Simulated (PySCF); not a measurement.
Hydrogen selenide, SMILES [SeH2], singlet at its PBE0/def2-SVP optimised geometry (Å):

```
3

Se    -0.7186    -0.7346     0.0000
H      0.7510    -0.7346     0.0000
H     -0.7510     0.7346     0.0000
```

Method: PySCF 2.14.0 with PBE0/def2-TZVP. Cells within 0.4 Å of a nucleus heavier than hydrogen are left out (blank, or x).

Map of the Laplacian of the electron density (e/bohr⁵), clipped to [-1.50, 1.50] on the plane z = 0.0 Å:

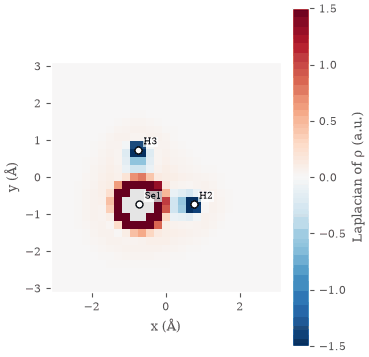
Figure. Laplacian of the electron density (e/bohr⁵), clipped to [-1.50, 1.50] on the plane z = 0.0 Å.
